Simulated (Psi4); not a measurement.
## Frequency calculation of BF (part 3 of 4)

The same run, continued: BF (13768-60-0); BLYP/6-31G, RKS, dispersion D4 (Psi4 1.11). The geometry was optimised with BLYP/6-31G.

Geometry of the input (Å):
```
B  0.0000  0.0000  -0.0573
F  0.0000  0.0000  1.2776
```

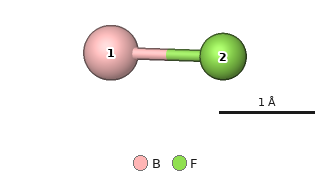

Figure 1. The structure as given in the input (ball-and-stick view, seen at an oblique angle; atoms are numbered from 1 in the order of the input).

Output, continued
```
 ------------------------------------------------------------------------------------

	total time  =          0 seconds =       0.00 minutes

         ------------------------------------------------------------
                                   SCF GRAD
         ------------------------------------------------------------

  ==> Geometry <==

    Molecular point group: c1
    Full point group: C_inf_v

    Geometry (in Bohr), charge = 0, multiplicity = 1:

       Center              X                  Y                   Z               Mass
    ------------   -----------------  -----------------  -----------------  -----------------
         B            0.000000000000     0.001199035879    -1.597077572582    11.009305360000
         F            0.000000000000    -0.000694824298     0.925483817222    18.998403162730

  Nuclear repulsion =   17.839005821501573

   => Molecular Quadrature <=

    Radial Scheme          =       TREUTLER
    Pruning Scheme         =           NONE
    Nuclear Scheme         =       TREUTLER

    Blocking Scheme        =         OCTREE
    BS radius alpha        =              1
    Pruning alpha          =              1
    Radial Points          =             75
    Spherical Points       =            302
    Total Points           =          42972
    Total Blocks           =            381
    Max Points             =            255
    Max Functions          =             18
    Weights Tolerance      =       1.00E-15

  -Total Gradient:
     Atom            X                  Y                   Z
    ------   -----------------  -----------------  -----------------
       1       -0.000000000000    -0.000000062897     0.000083776671
       2       -0.000000000000     0.000000094676    -0.000126105098

	total time  =          0 seconds =       0.00 minutes

    Psi4 run time: 0:00:00.44

    -----------------------------------------------------------------------
                               Psi4 1.11 release

    h
    h
    h

    -----------------------------------------------------------------------

    Memory:     1.5 GiB
    Threads:    1
                ecpint, einsums, f̶o̶r̶t̶e̶, gauxc, gcp, g̶d̶m̶a̶, geometric, g̶p̶u̶_̶d̶f̶c̶c̶,
                i̶n̶t̶e̶g̶r̶a̶t̶o̶r̶x̶x̶, i̶p̶i̶, libefp, m̶d̶i̶, m̶p̶2̶d̶, m̶r̶c̶c̶, ooo,
                o̶p̶e̶n̶f̶e̶r̶m̶i̶o̶n̶p̶s̶i̶4̶, pcmsolver, p̶s̶i̶4̶f̶o̶c̶k̶c̶i̶, p̶s̶i̶x̶a̶s̶,
                p̶y̶e̶i̶n̶s̶u̶m̶s̶, r̶e̶s̶p̶, s̶i̶m̶i̶n̶t̶, s̶n̶s̶m̶p̶2̶,
                v̶2̶r̶d̶m̶_̶c̶a̶s̶s̶c̶f̶

gradient() will perform analytic gradient computation.

  ==> Geometry <==

    Molecular point group: c1
    Full point group: C_inf_v

    Geometry (in Bohr), charge = 0, multiplicity = 1:

       Center              X                  Y                   Z               Mass
    ------------   -----------------  -----------------  -----------------  -----------------
         B            0.000000000000     0.000000000000    -1.598276608461    11.009305360000
         F            0.000000000000     0.000000000000     0.926178641519    18.998403162730

  Running in c1 symmetry.

  Rotational constants: A = ************  B =      1.35524  C =      1.35524 [cm^-1]
  Rotational constants: A = ************  B =  40628.93105  C =  40628.93105 [MHz]
  Nuclear repulsion =   17.825627925212622

  Charge       = 0
  Multiplicity = 1
  Electrons    = 14
  Nalpha       = 7
  Nbeta        = 7

   => Auxiliary Basis Set <=

  Basis Set: (6-31G AUX)
    Blend: CC-PVDZ-JKFIT
    Number of shells: 48
    Number of basis functions: 162
    Number of Cartesian functions: 162
    Spherical Harmonics?: false
    Max angular momentum: 3

  Cached 100.0% of DFT collocation blocks in 0.021 [GiB].

  Minimum eigenvalue in the overlap matrix is 7.6227554489E-02.
  Reciprocal condition number of the overlap matrix is 2.5703838451E-02.
    Using symmetric orthogonalization.

  ==> Iterations <==

                           Total Energy        Delta E     RMS |[F,P]|

   @DF-RKS iter SAD:  -124.25515671066599   -1.24255e+02   0.00000e+00
   @DF-RKS iter   1:  -124.58334256347895   -3.28186e-01   1.49596e-02 ADIIS/DIIS
   @DF-RKS iter   2:  -124.51127883067610    7.20637e-02   3.08426e-02 ADIIS/DIIS
   @DF-RKS iter   3:  -124.60670855052614   -9.54297e-02   3.24650e-03 ADIIS/DIIS
   @DF-RKS iter   4:  -124.60929410433154   -2.58555e-03   7.22945e-04 ADIIS/DIIS
   @DF-RKS iter   5:  -124.60936390460095   -6.98003e-05   4.73465e-05 DIIS
   @DF-RKS iter   6:  -124.60936421135384   -3.06753e-07   8.14036e-07 DIIS
   @DF-RKS iter   7:  -124.60936421154328   -1.89445e-10   2.28432e-07 DIIS
   @DF-RKS iter   8:  -124.60936421155021   -6.93490e-12   3.87227e-09 DIIS
  Energy and wave function converged.

  ==> Post-Iterations <==

   Electrons on quadrature grid:
      Ntotal   =   14.0000033885 ; deviation = 3.389e-06

    Final Occupation by Irrep:
              A
    DOCC [     7 ]
    NA   [     7 ]
    NB   [     7 ]

  @DF-RKS Final Energy:  -124.60936421155021

   => Energetics <=

    Nuclear Repulsion Energy =             17.8256279252126220
    One-Electron Energy =                -206.9414058851956781
    Two-Electron Energy =                  78.9198768470529046
    DFT Exchange-Correlation Energy =     -14.4125605014325000
    Empirical Dispersion Energy =          -0.0009025971875563
    VV10 Nonlocal Energy =                  0.0000000000000000
    Total Energy =                       -124.6093642115502149

Computation Completed

Properties will be evaluated at   0.000000,   0.000000,   0.000000 [a0]

Properties computed using the SCF density matrix

 Multipole Moments:

 ------------------------------------------------------------------------------------
     Multipole            Electronic (a.u.)      Nuclear  (a.u.)        Total (a.u.)
 ------------------------------------------------------------------------------------

 L = 1.  Multiply by 2.5417464519 to convert [e a0] to [Debye]
 Dipole X            :         -0.0000000            0.0000000           -0.0000000
 Dipole Y            :         -0.0000000            0.0000000           -0.0000000
 Dipole Z            :         -0.1129429            0.3442247            0.2312818
 Magnitude           :                                                    0.2312818

 ------------------------------------------------------------------------------------

	total time  =          1 seconds =       0.02 minutes

         ------------------------------------------------------------
                                   SCF GRAD
         ------------------------------------------------------------

  ==> Geometry <==

    Molecular point group: c1
    Full point group: C_inf_v

    Geometry (in Bohr), charge = 0, multiplicity = 1:

       Center              X                  Y                   Z               Mass
    ------------   -----------------  -----------------  -----------------  -----------------
         B            0.000000000000     0.000000000000    -1.598276608461    11.009305360000
         F            0.000000000000     0.000000000000     0.926178641519    18.998403162730

  Nuclear repulsion =   17.825627925212622

   => Molecular Quadrature <=

    Radial Scheme          =       TREUTLER
    Pruning Scheme         =           NONE
    Nuclear Scheme         =       TREUTLER

    Blocking Scheme        =         OCTREE
    BS radius alpha        =              1
    Pruning alpha          =              1
    Radial Points          =             75
    Spherical Points       =            302
    Total Points           =          42974
    Total Blocks           =            381
    Max Points             =            256
    Max Functions          =             18
    Weights Tolerance      =       1.00E-15

  -Total Gradient:
     Atom            X                  Y                   Z
    ------   -----------------  -----------------  -----------------
       1       -0.000000000000     0.000000000000    -0.000633612965
       2        0.000000000000     0.000000000000     0.000591402357

	total time  =          0 seconds =       0.00 minutes

    Psi4 run time: 0:00:00.45

    -----------------------------------------------------------------------
                               Psi4 1.11 release

    h
    h
    h

    -----------------------------------------------------------------------

    Memory:     1.5 GiB
    Threads:    1
                ecpint, einsums, f̶o̶r̶t̶e̶, gauxc, gcp, g̶d̶m̶a̶, geometric, g̶p̶u̶_̶d̶f̶c̶c̶,
                i̶n̶t̶e̶g̶r̶a̶t̶o̶r̶x̶x̶, i̶p̶i̶, libefp, m̶d̶i̶, m̶p̶2̶d̶, m̶r̶c̶c̶, ooo,
                o̶p̶e̶n̶f̶e̶r̶m̶i̶o̶n̶p̶s̶i̶4̶, pcmsolver, p̶s̶i̶4̶f̶o̶c̶k̶c̶i̶, p̶s̶i̶x̶a̶s̶,
                p̶y̶e̶i̶n̶s̶u̶m̶s̶, r̶e̶s̶p̶, s̶i̶m̶i̶n̶t̶, s̶n̶s̶m̶p̶2̶,
                v̶2̶r̶d̶m̶_̶c̶a̶s̶s̶c̶f̶

gradient() will perform analytic gradient computation.

  ==> Geometry <==

    Molecular point group: c1
    Full point group: C_inf_v

    Geometry (in Bohr), charge = 0, multiplicity = 1:

       Center              X                  Y                   Z               Mass
    ------------   -----------------  -----------------  -----------------  -----------------
         B            0.000000000000     0.000000000000    -1.595878536702    11.009305360000
         F            0.000000000000     0.000000000000     0.924788992924    18.998403162730

  Running in c1 symmetry.

  Rotational constants: A = ************  B =      1.35931  C =      1.35931 [cm^-1]
  Rotational constants: A = ************  B =  40751.12618  C =  40751.12618 [MHz]
  Nuclear repulsion =   17.852413882869179

  Charge       = 0
  Multiplicity = 1
  Electrons    = 14
  Nalpha       = 7
  Nbeta        = 7

   => Molecular Quadrature <=

    Radial Scheme          =       TREUTLER
    Pruning Scheme         =           NONE
    Nuclear Scheme         =       TREUTLER

    Blocking Scheme        =         OCTREE
    BS radius alpha        =              1
    Pruning alpha          =              1
    Radial Points          =             75
    Spherical Points       =            302
    Total Points           =          42966
    Total Blocks           =            383
    Max Points             =            256
    Max Functions          =             18
    Weights Tolerance      =       1.00E-15

   => Auxiliary Basis Set <=

  Basis Set: (6-31G AUX)
    Blend: CC-PVDZ-JKFIT
    Number of shells: 48
    Number of basis functions: 162
    Number of Cartesian functions: 162
    Spherical Harmonics?: false
    Max angular momentum: 3

  Cached 100.0% of DFT collocation blocks in 0.021 [GiB].

  Minimum eigenvalue in the overlap matrix is 7.5998192149E-02.
  Reciprocal condition number of the overlap matrix is 2.5611446451E-02.
    Using symmetric orthogonalization.

  ==> Iterations <==

                           Total Energy        Delta E     RMS |[F,P]|

   @DF-RKS iter SAD:  -124.25679009247351   -1.24257e+02   0.00000e+00
   @DF-RKS iter   1:  -124.58336569326271   -3.26576e-01   1.49444e-02 ADIIS/DIIS
   @DF-RKS iter   2:  -124.51262455035778    7.07411e-02   3.06475e-02 ADIIS/DIIS
   @DF-RKS iter   3:  -124.60667817540777   -9.40536e-02   3.28034e-03 ADIIS/DIIS
   @DF-RKS iter   4:  -124.60929400645013   -2.61583e-03   7.22244e-04 ADIIS/DIIS
   @DF-RKS iter   5:  -124.60936353412146   -6.95277e-05   4.73360e-05 DIIS
   @DF-RKS iter   6:  -124.60936384043750   -3.06316e-07   8.19437e-07 DIIS
   @DF-RKS iter   7:  -124.60936384062283   -1.85338e-10   2.26596e-07 DIIS
   @DF-RKS iter   8:  -124.60936384062960   -6.76437e-12   3.90690e-09 DIIS
  Energy and wave function converged.

  ==> Post-Iterations <==

   Electrons on quadrature grid:
      Ntotal   =   14.0000033160 ; deviation = 3.316e-06

    Orbital Energies [Eh]
    ---------------------

    Doubly Occupied:

       1A    -24.369310     2A     -6.645400     3A     -1.158658
       4A     -0.514372     5A     -0.429121     6A     -0.429121
       7A     -0.235517

    Virtual:

       8A     -0.071110     9A     -0.071110    10A      0.118020
      11A      0.365874    12A      0.365874    13A      0.427168
      14A      0.486116    15A      1.119899    16A      1.119899
      17A      1.182083    18A      1.814735

    Final Occupation by Irrep:
              A
    DOCC [     7 ]
    NA   [     7 ]
    NB   [     7 ]

  @DF-RKS Final Energy:  -124.60936384062960

   => Energetics <=

    Nuclear Repulsion Energy =             17.8524138828691790
    One-Electron Energy =                -206.9886981500591503
    Two-Electron Energy =                  78.9411405244093487
    DFT Exchange-Correlation Energy =     -14.4133174833702853
    Empirical Dispersion Energy =          -0.0009026144786729
    VV10 Nonlocal Energy =                  0.0000000000000000
    Total Energy =                       -124.6093638406295980

Computation Completed

Properties will be evaluated at   0.000000,   0.000000,   0.000000 [a0]

Properties computed using the SCF density matrix

 Multipole Moments:

 ------------------------------------------------------------------------------------
     Multipole            Electronic (a.u.)      Nuclear  (a.u.)        Total (a.u.)
 ------------------------------------------------------------------------------------

 L = 1.  Multiply by 2.5417464519 to convert [e a0] to [Debye]
 Dipole X            :          0.0000000            0.0000000            0.0000000
 Dipole Y            :         -0.0000000            0.0000000           -0.0000000
 Dipole Z            :         -0.1090658            0.3437083            0.2346425
 Magnitude           :                                                    0.2346425

 ------------------------------------------------------------------------------------

	total time  =          0 seconds =       0.00 minutes

         ------------------------------------------------------------
                                   SCF GRAD
         ------------------------------------------------------------

  ==> Geometry <==

    Molecular point group: c1
    Full point group: C_inf_v

    Geometry (in Bohr), charge = 0, multiplicity = 1:

       Center              X                  Y                   Z               Mass
    ------------   -----------------  -----------------  -----------------  -----------------
         B            0.000000000000     0.000000000000    -1.595878536702    11.009305360000
         F            0.000000000000     0.000000000000     0.924788992924    18.998403162730

  Nuclear repulsion =   17.852413882869179

   => Molecular Quadrature <=

    Radial Scheme          =       TREUTLER
    Pruning Scheme         =           NONE
    Nuclear Scheme         =       TREUTLER

    Blocking Scheme        =         OCTREE
    BS radius alpha        =              1
    Pruning alpha          =              1
    Radial Points          =             75
    Spherical Points       =            302
    Total Points           =          42966
    Total Blocks           =            383
    Max Points             =            256
    Max Functions          =             18
    Weights Tolerance      =       1.00E-15

  -Total Gradient:
     Atom            X                  Y                   Z
    ------   -----------------  -----------------  -----------------
       1        0.000000000000    -0.000000000000     0.000806198950
       2        0.000000000000    -0.000000000000    -0.000848614075

	total time  =          0 seconds =       0.00 minutes

    Psi4 run time: 0:00:00.40

  //>>>>>>>>>>>>>>>>>>>>>>>>>>>>>>>>>>>//
  //      FiniteDifference Results     //
  //<<<<<<<<<<<<<<<<<<<<<<<<<<<<<<<<<<<//

  Computing second-derivative from gradients using projected,
  symmetry-adapted, cartesian coordinates.

  7 gradients passed in, including the reference geometry.
  Generating complete list of displacements from unique ones.

-------------------------------------------------------------

  ==> Harmonic Vibrational Analysis <==

  non-mass-weighted Hessian:       Symmetric? True   Hermitian? True   Lin Dep Dim?  3 (0)
  projection of translations (True) and rotations (True) removed 5 degrees of freedom (5)
  total projector:                 Symmetric? True   Hermitian? True   Lin Dep Dim?  5 (5)
  mass-weighted Hessian:           Symmetric? True   Hermitian? True   Lin Dep Dim?  3 (0)
  pre-proj  low-frequency mode:    0.0000i [cm^-1]
  pre-proj  low-frequency mode:    0.0000i [cm^-1]
  pre-proj  low-frequency mode:    0.0000i [cm^-1]
  pre-proj  low-frequency mode:    0.0000  [cm^-1]
  pre-proj  low-frequency mode:    0.0000  [cm^-1]
  pre-proj  all modes:['12.2167i' '12.2166i' '0.0000i' '0.0000' '0.0000' '1200.4869']
  projected mass-weighted Hessian: Symmetric? True   Hermitian? True   Lin Dep Dim?  5 (5)
  post-proj low-frequency mode:    0.0000i [cm^-1] (TR)
  post-proj low-frequency mode:    0.0000i [cm^-1] (TR)
  post-proj low-frequency mode:    0.0000i [cm^-1] (TR)
  post-proj low-frequency mode:    0.0000i [cm^-1] (TR)
  post-proj low-frequency mode:    0.0000  [cm^-1] (TR)
  post-proj  all modes:['0.0000i' '0.0000i' '0.0000i' '0.0000i' '0.0000' '1200.4869']
```
